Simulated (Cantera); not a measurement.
Input: 1 mol SiCl4, 2.1 mol HCl, a varied amount of H2, held at 1123.15 K and 22.0 bar.

Cantera equilibrium calculation (NASA polynomials, part measured and part estimated; ideal gas, pure solids and liquids). Candidate condensed phases: Si; 19 gas species. The tables' values for SiCl3 are old estimates; treat these amounts as uncertain. Rates play no part.

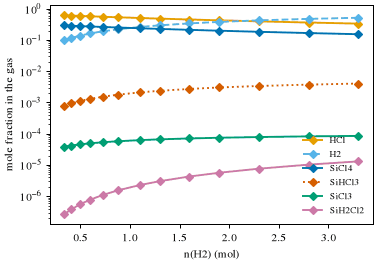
Fig. 1. Equilibrium gas composition (values under 1e-9 drawn at 1e-9)

From 0.34 mol H2 to 3.3 mol H2 nothing is condensed. The main Si-bearing gas is SiCl4 throughout.
